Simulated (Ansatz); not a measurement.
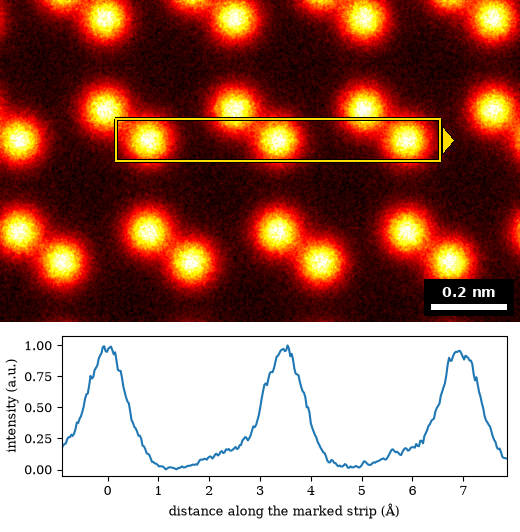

HAADF-like image of Ge (Fd-3m, No. 227) along [110]. Simulation: incoherent imaging, intensity Z^1.8 per atom, probe width 0.90 Å, thin sample. The probe carries 15 % of its weight in a tail 2.5 times as wide. The display is stretched by a gamma of 0.8; percentages refer to the linear signal. Shot noise was added. Structure used: a calculation's starting geometry.

```xyz
8
Lattice="5.6856 0.0000 0.0000 0.0000 5.6856 0.0000 0.0000 0.0000 5.6856" Properties=species:S:1:pos:R:3 pbc="T T T"
Ge    2.8428    0.0000    2.8428
Ge    1.4214    1.4214    1.4214
Ge    2.8428    2.8428    0.0000
Ge    1.4214    4.2642    4.2642
Ge    0.0000    0.0000    0.0000
Ge    4.2642    1.4214    4.2642
Ge    0.0000    2.8428    2.8428
Ge    4.2642    4.2642    1.4214
```

The curve is the intensity along the marked strip, in the direction of its arrowhead, with zero distance at the first column. Brightness is counted from the darkest point of the image.

Assign the peaks of the line profile.

Answer.
```csv
position (Å),atoms per repeat along the beam,height (% of the highest)
0.0,1 Ge,100
3.5,1 Ge,100
7.0,1 Ge,100
```
